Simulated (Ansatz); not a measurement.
## Electronic structure of C$_{2}$F$_{2}$N$_{2}$O$_{2}$Si (SMILES O=C=N[Si](F)(F)N=C=O) in real space

```xyz
9

O    -3.6036   -0.5927   -0.8066
C    -2.4971   -0.3506   -0.5654
N    -1.3474   -0.1432   -0.3062
Si    0.1063    0.6489   -0.0835
F     0.5401    1.3577   -1.4178
F    -0.0550    1.7652    1.0112
N     1.2784   -0.4442    0.3873
C     2.3325   -0.9025    0.7199
O     3.3343   -1.3849    1.0440
```

Geometry: PBE0-D4/def2-TZVP.

Method: Ansatz 0.2.0, RKS PBE0-D4/def2-TZVPP.

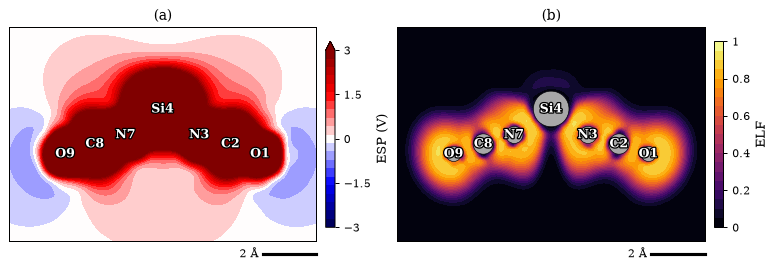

Figure 1. (a) molecular electrostatic potential; (b) ELF on the plane of atoms Si4, N7 and C8. Grey discs cover the atomic cores in the ELF map.

Question: Describe what can be read from this map.

Answer:
- The section cuts through O, C, N and Si sites.
- C–O (1.16 Å): the ELF peaks at about 0.85 between the atoms (a short, multiple covalent bond).
- C–N (1.20 Å): the ELF peaks at about 0.85 between the atoms: a short, multiple covalent bond.
- Si–N (1.67 Å): the ELF peaks at about 0.90 between the atoms, as expected for a polar covalent bond.
- The ELF also peaks beside O1, O9 and N3, away from the bonds: lone-pair regions.
- Outside the dense part of the molecule the potential is most negative (−0.7 V) near O1 and O9.

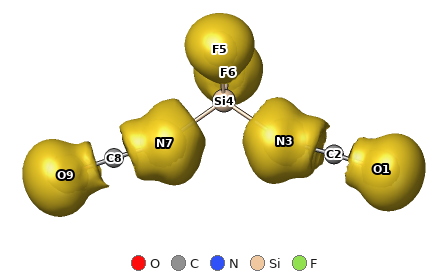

Figure 2. Isosurface of the ELF at 0.75 (yellow), seen at a tilt. Core shells and regions of very low density are left out.

Question: Where are the electrons localised?

Answer: The surface consists of two regions on N in which the atom's valence shell and bonds are merged, two regions on O in which the atom's valence shell and bonds are merged and two regions wrapped around F (its lone pairs, merged into a ring or cap).

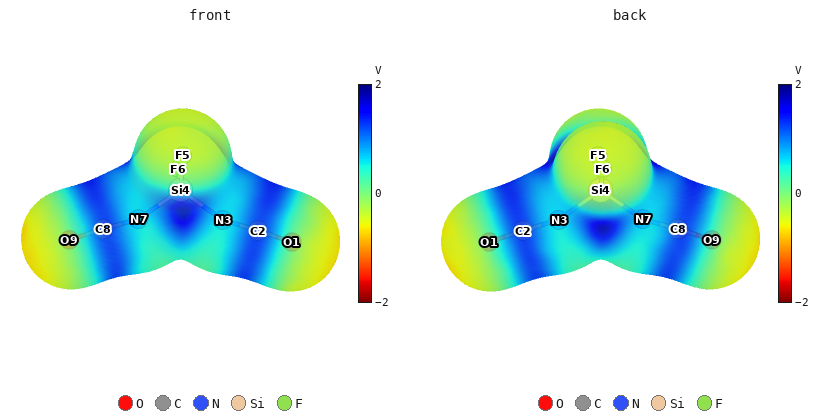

Figure 3. The electrostatic potential painted on the density surface at 0.002 e/bohr³, seen from the front and from behind; red is negative and blue positive.

Question: Where is the surface potential most negative and most positive?

Answer: The most negative region (about −0.7 V, or −16 kcal/mol for a unit charge) lies over O1 and O9, the most positive (about +1.8 V, or +42 kcal/mol for a unit charge) over Si4.
